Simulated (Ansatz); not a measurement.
## Electronic structure of BF2H3Si···HF in real space

Input

```
crystal:
  periodic: [false, false, false]
  atoms:
    - { symbol: B, position_ang: [0.0, 0.0, 0.0] }
    - { symbol: F, position_ang: [0.0, 0.0, 1.67] }
    - { symbol: F, position_ang: [1.1431, 0.0, -0.66] }
    - { symbol: F, position_ang: [-1.1431, 0.0, -0.66] }
    - { symbol: Si, position_ang: [0.094, -2.1331, 0.7095] }
    - { symbol: H, position_ang: [-0.6959, -2.9783, -0.1812] }
    - { symbol: H, position_ang: [1.4817, -2.5871, 0.7061] }
    - { symbol: H, position_ang: [-0.4425, -2.2202, 2.0645] }
    - { symbol: H, position_ang: [0.047, -1.0657, 1.6785] }
basis:
  gaussian: { orbitals: def2-SVP }
hamiltonian:
  xc: pbe
  dispersion: d4
relax:
  f_tol: 0.15
  max_steps: 25
  restrain:
    - { distance: [0, 4], at: 1.95, k: 30.0 }
    - { distance: [8, 1], at: 0.92, k: 30.0 }
    - { distance: [0, 1], at: 2.52, k: 30.0 }
    - { distance: [8, 4], at: 2.66, k: 30.0 }
output:
  orbitals: {}
```

Run with:

```sh
ansatz run input.yaml --threads 2 --pin off --max-ram 3072MiB --backend cpu --events-out ev --progress --plain --runs-dir out
```

The fields are those of the run's last geometry, not of the input's.

Not at a stationary point (largest force 0.8 eV/Å).

Computed with RKS PBE-D4/def2-SVP (Ansatz 0.2.0).

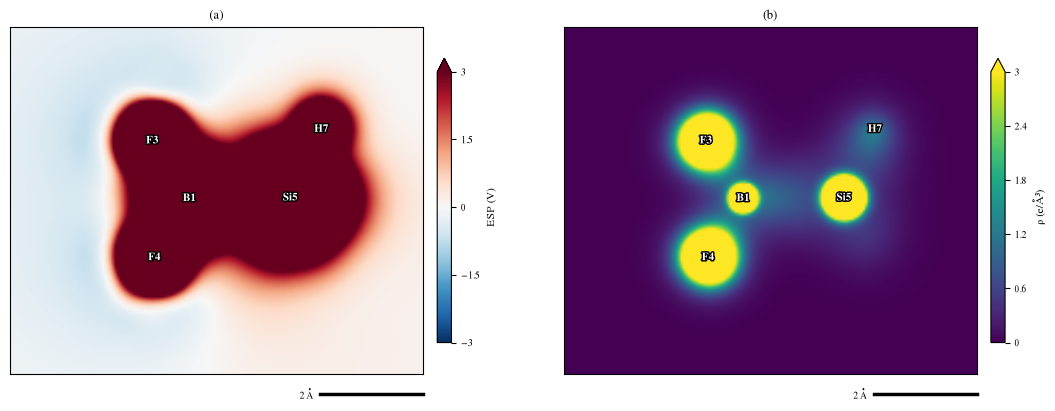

Figure 1. (a) electrostatic potential; (b) total electron density on the plane of atoms F3, B1 and F4.

What do the fields say about this system?

Atoms in the plane: B, F, Si and H. B–F (1.33 Å): ρ at the midpoint is about 2.1 e/Å³. Si–B (1.98 Å): ρ at the midpoint is about 0.85 e/Å³. Si–H (1.50 Å): ρ at the midpoint is about 0.74 e/Å³. Outside the dense part of the complex the potential is most negative (−0.7 V) near F3.

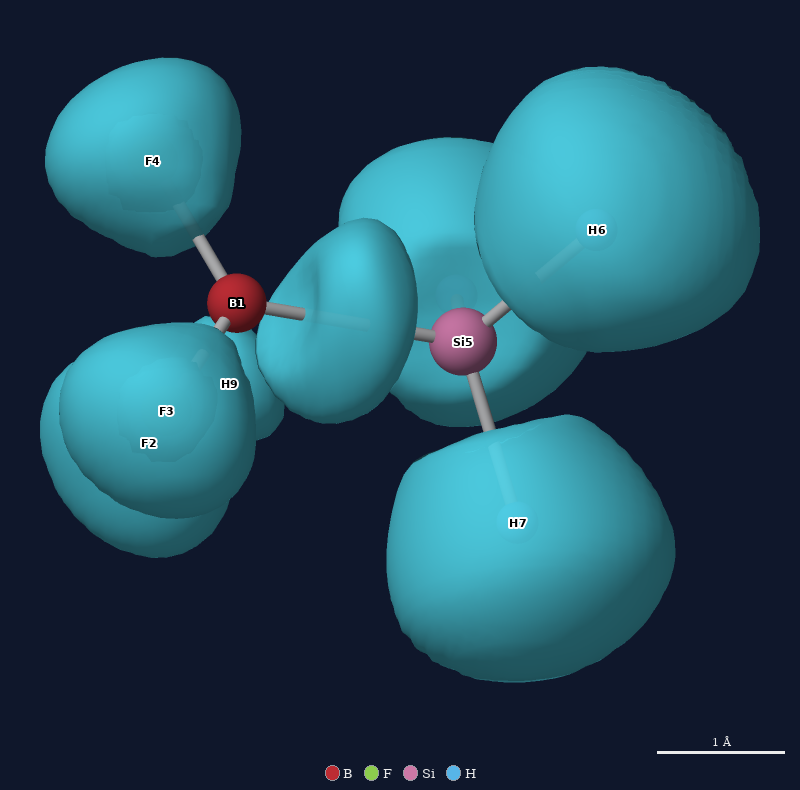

Figure 2. Isosurface of the electron localisation function at 0.75 (cyan), seen from one side. Core shells and regions of very low density are left out.

Identify the bonds, lone pairs and shells in this picture.

At this value the surface marks out one region between bonded B–Si atoms (shared pairs), three regions around hydrogen nuclei, two regions on F in which the atom's valence shell and bonds are merged and one joined region spread over several atoms (F, H), in which their bonds and any lone pairs are merged. Along the contacts the grid gives the following. B1···F2 (2.52 Å): the ELF is about 0.10 at the midpoint. B–F (1.33 Å): the ELF peaks at about 0.85 between the atoms: a polar covalent bond.

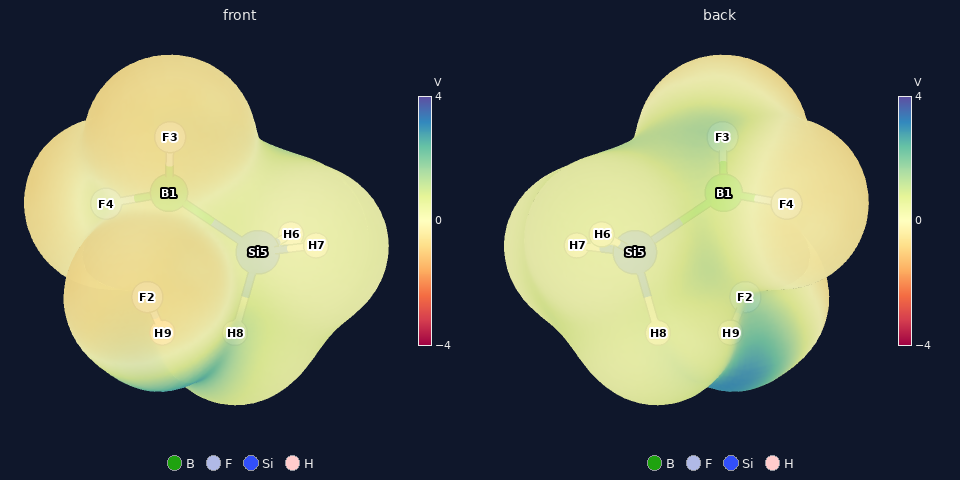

Figure 3. The molecular electrostatic potential painted on the density surface at 0.002 e/bohr³, seen from the front and from behind; red is negative and blue positive.

Which sites attract a positive test charge, and which a negative one?

A positive charge is drawn to the negative regions and a negative charge to the positive ones. The most negative region (about −0.7 V) lies over F2, F3 and F4, the most positive (about +3.0 V) over H9.

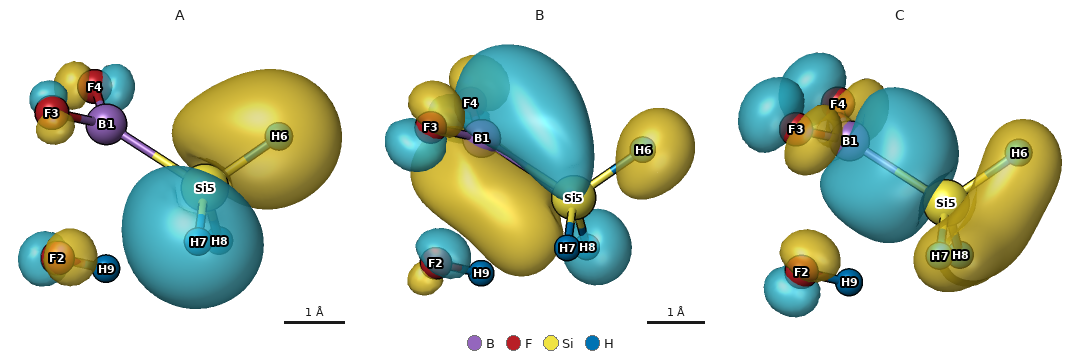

Figure 4. Three frontier orbitals at ±0.1 Å⁻³ᐟ² (yellow and cyan are the two phases), in no order.

Which picture is the HOMO−1, the HOMO and the LUMO?

A is the HOMO−1 (−8.59 eV). Its weight (Hirshfeld) is mainly on Si5 (about 40 %), H7 (about 25 %) and H6 (about 25 %). C is the HOMO (−7.62 eV). Its weight (Hirshfeld) is mainly on Si5 (about 35 %), B1 (about 25 %), F4 (about 10 %) and F3 (about 10 %). B is the LUMO (−1.68 eV). It lies mainly on B1 (about 40 %), Si5 (about 25 %), F3 (about 10 %), F4 (about 10 %) and H6 (about 5 %).

What is the HOMO–LUMO gap?

5.94 eV between the orbital energies.
